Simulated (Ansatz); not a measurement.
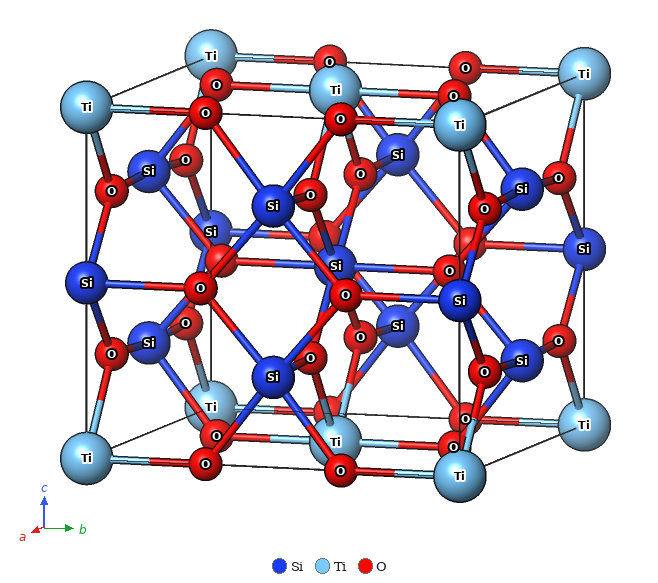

We look at a ball-and-stick model of the crystal slightly off an axis. One conventional unit cell is framed, with atoms on its boundary repeated.

TiSi3O8, space group Cmmm (No. 65), a = 6.011 Å, b = 6.115 Å, c = 5.504 Å, α = 90.00°, β = 90.00°, γ = 90.00°. Provenance: a structure type filled with these elements by a generator (whether the compound takes this form wasn't checked). Earlier steps of the study, as a rule a relaxation of our own, may have changed the cell and positions, so they can lie some per cent off the listed ones. It was the input of a calculation with Ansatz.

This one geometry was computed with Ansatz (DFT, plane waves, PAW) at four levels of theory: HSE06, PBE, r2SCAN and PBE0. It was relaxed beforehand with r2SCAN.

Q: Which level gives the highest pressure at this volume, and what does that say about its equilibrium volume?

A: Highest: PBE (8.3 GPa), which points to the largest equilibrium volume. Lowest, with the smallest volume: HSE06 (-2.2 GPa) and PBE0 (-2.3 GPa). Levels within 0.5 GPa of each other can't be told apart.

Q: How does the band gap change with the level of theory?

A: PBE: a gap of 1.79 eV, direct; r2SCAN: a gap of 2.23 eV, direct; HSE06: a gap of 3.61 eV, direct; PBE0: a gap of 4.39 eV, direct.

Q: Collect the results in a table.

A:
| level | cutoff (eV) | k-mesh of the run's cell | gap (eV) | pressure (GPa) |
| --- | --- | --- | --- | --- |
| HSE06 | 420 | 4×4×4 | 3.61 | -2.2 |
| PBE | 420 | 6×6×6 | 1.79 | 8.3 |
| r2SCAN | 500 | 6×6×6 | 2.23 | 0.0 |
| PBE0 | 420 | 4×4×4 | 4.39 | -2.3 |

Gaps are taken on the k-mesh or band path of each run.
